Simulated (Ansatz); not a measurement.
# CoCl2 (CdI2 type): one cell under locks on the spin (series 3)

What does it cost to force the spins of CoCl2 (CdI2 type) into other sizes and orders? Cell and atoms stay fixed. This structure was made by substitution into a known type, so it needn't be the compound's stable form.

Program: Ansatz 0.2.0. Level of theory: DFT LDA+U (U_eff = 5 eV on Co d), plane waves, PAW. These are calculated values, not measurements.

## (1) Starting point

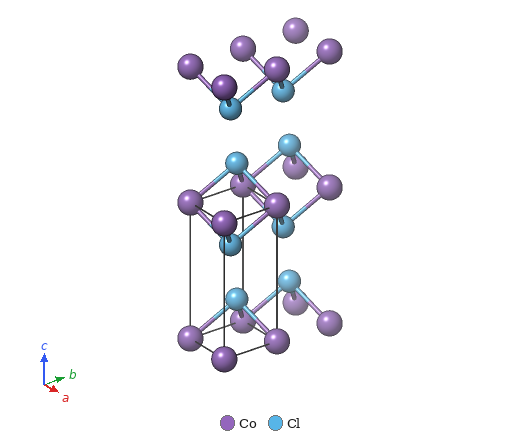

The starting structure, seen slightly off an axis (cobalt purple, chlorine blue). 1×2×2 cells are drawn. Atoms on the faces are drawn again on the opposite ones.

As a file:

```cif
data_structure
_symmetry_space_group_name_H-M 'P-3m1'
_symmetry_Int_Tables_number 164
_cell_length_a 3.6424
_cell_length_b 3.6424
_cell_length_c 5.8759
_cell_angle_alpha 90.000
_cell_angle_beta 90.000
_cell_angle_gamma 120.000
_cell_volume 67.51
loop_
_atom_site_label
_atom_site_type_symbol
_atom_site_symmetry_multiplicity
_atom_site_Wyckoff_symbol
_atom_site_fract_x
_atom_site_fract_y
_atom_site_fract_z
_atom_site_occupancy
Co1 Co 1 a 0.00000 0.00000 0.00000 1
Cl1 Cl 2 d 0.33333 0.66667 0.25200 1
```

The runs: site moments held (series factor 0.3; the input gives the size); total moment locked at zero, no site moments, 0.00 μB per cell; total moment held at first, then free, 1.50 μB per cell.

An earlier series on this cell reached its lowest free state from «ferromagnetic start, free, natural orbitals of the symmetric run filled by rank», perhaps among other starts.

## (2) Site moments held (series factor 0.3; the input gives the size)

input.yaml

```yaml
crystal:
  lattice:
    - [3.64235359, 0.0, 0.0]
    - [-1.8211768, 3.15437074, 0.0]
    - [0.0, 0.0, 5.8758723]
  atoms:
    - { symbol: Co, position: [0.0, 0.0, 0.0], spin: 0.81 }
    - { symbol: Cl, position: [0.3333333333, 0.6666666667, 0.252] }
    - { symbol: Cl, position: [0.6666666667, 0.3333333333, 0.748] }
basis:
  ecutwfc: 420
  ecutrho_ratio: 4
kpoints:
  mp_grid: { grid: [6, 6, 3] }
hamiltonian:
  xc: lda
  hubbard: { sites: [{ site: 0, l: d, u_eff: 5.0 }] }
scf:
  occupations: { method: gaussian, width: 0.05 }
  lower_state_search: "off"
  max_iter: 150
output:
  forces: true
  stress: true
  eigenvalues: true
  populations: true
  hubbard: { sites: [{ site: 0, l: d }] }
magnetization:
  spin_polarized: true
  spin_locking: { lock_spins: true }
```

The lock stays on to the end, so the result is a constrained state.

The run is started by

```console
$ ansatz run input.yaml --threads 2 --pin off --max-ram 3072MiB --backend cpu --events-out ev --progress --plain --runs-dir out
```

Output, shortened:

```text
Warning: output.stress: scf.convergence.dr2_threshold = 1e-7 eV (the SCF's general default) is looser than the 3e-10 eV advised for a printed stress (1e-10 eV for each atom of the cell: 3). What an SCF threshold leaves in a stress goes as its square root, and in the free energy as the [...]
Warning: output.stress: the lock of the moments that magnetization.spin_locking holds to the close lets an SCF meet its threshold on dr2 anywhere within the lock's freeze window, and the stress can move with the moments there: no threshold on dr2 bounds that. The window is the square root [...]
Warning: RAYON_NUM_THREADS=2 ignored (pool sized by the plan → 2); use --threads N
Co: projections on atomic orbitals take those of the free atom [Ne] 3s2 3p6 3d7 4s2, of charge +0.00 (hamiltonian.pseudopotentials.projection_atoms); the dataset's partial waves leave at most 1.4e-6 of an orbital's norm unspanned inside its sphere
Cl: projections on atomic orbitals take those of the free atom [Ne] 3s2 3p5, of charge +0.00 (hamiltonian.pseudopotentials.projection_atoms); the dataset's partial waves leave at most 2.1e-7 of an orbital's norm unspanned inside its sphere
[...]
Pseudopotentials: kind: paw
Pseudopotential: Co, paw, valence charge 17, recommended cutoff 420 eV (normal), Co.paw.azcp
Pseudopotential: Cl, paw, valence charge 7, recommended cutoff 420 eV (normal), Cl.paw.azcp
Functional definition: SPW92
[...]
Crystal: 3 atoms, lattice volume = 67.510 Å³
Basis set: ecut = 420 eV, 1315 PW (Γ)
Bands: 20, of which v1, the nominal top of the filled ones, is band 16 counted from 1 (15 counted from 0)
Symmetry: 12 space group operations
Space group: P-3m1 (ITA 164), of the structure as read, at distance tolerance 4.1e-5 Å
[...]
--- Magnetisation constraints (ε_frz = 1.0e-4 eV) ---
  site  kind      target   achieved (μB)  |Δ|max (μB)  g (eV/μB)  λ_eff  esc  ok   flags
  0     per_site  +0.8100  +0.8136        3.60e-3      +1.35e0    1.000  0    yes
Free energy (F): -7148.719922 eV
[...]
E sigma→0 (E₀):  -7148.716138 eV
Entropy (-TS):   -0.007569 eV (-2.523 meV/atom)
Fermi energy:    4.424113 eV
[...]
--- Forces (eV/Å), atoms counted from 1 ---
  atom   1  Co    -0.00000000    -0.00000000     0.00000000
  atom   2  Cl     0.00000000     0.00000000    -1.95990452
  atom   3  Cl    -0.00000000    -0.00000000     1.95990452
[...]
--- Stress (GPa, compression-positive) ---
      -14.494084       0.000000      -0.000000
       -0.000000     -14.494084       0.000000
       -0.000000       0.000000     -14.937291
  P = ⅓ Tr σ = -14.6418 GPa (-146.418 kbar)
--- Band table (eV; the first three rows and the last of 34) ---
  k-point 0 ↑: bands = ["-88.3576", "-52.0678", "-52.0678", "-52.0552", "-11.0924", "-10.3907", "-0.8856", "1.0288", "1.0288", "2.3976", "2.3976", "2.4164", "2.4164", "2.5209", "2.5288", "4.4462", "4.4462", "7.5841", "9.8681", "13.3958"]
[...]
Occupation matrices written to <dir>
--- Löwdin populations: 3 sites ---
  site symbol       q [e]    m [muB]
     0     Co     16.2029     0.8709
     1     Cl      7.3226     0.0618
     2     Cl      7.3226     0.0618
  spilling = 0.004903 (of n_electrons = 31.000000)
--- Occupation matrices: 1 shell (run DFT+U table (all-electron-ortho-atomic); ε = 1.84e-3) ---
  Co0 d_3D: site group D3d (-3m)
  Co0 d_3D up     Tr n = 4.2829  λ = 0.656 0.656 0.990 0.990 0.990  [2× xz 0.35 (Eg 1.00) Eg(1.00) | 3× z2 0.33 (T2g 1.00) Eg(0.67)]
  Co0 d_3D dn     Tr n = 3.3731  λ = 0.192 0.192 0.996 0.996 0.997  [2× xz 0.33 (Eg 1.00) Eg(1.00) | 3× z2 0.33 (T2g 1.00) Eg(0.67)]
  Tr n, λ and their labels are of the run-group-symmetrised matrices; stabiliser: 12 of 24 elements of G0×{1,Θ} (closed), max defect 2.9e-15 at τ = 3.9e-4
```

Run time: 13 s. Hardware: 2 threads of Arm Neoverse N1, shared host; peak memory 0.34 GiB.

It ends with no gap, pressure -14.6 GPa, moments in spheres Co 0.81; Cl 0.06 μB, largest force component 1.96 eV/Å, 12 symmetry operations imposed.

The shells' filling, with natural orbitals sorted by occupation:

```tsv
shell	channel	electrons	over 0.8	0.2 to 0.8	under 0.2
Co 3d (atom 1)	up	4.28	3	2	0
Co 3d (atom 1)	down	3.37	3	0	2
```

(Part 1 of 2 ends here.)
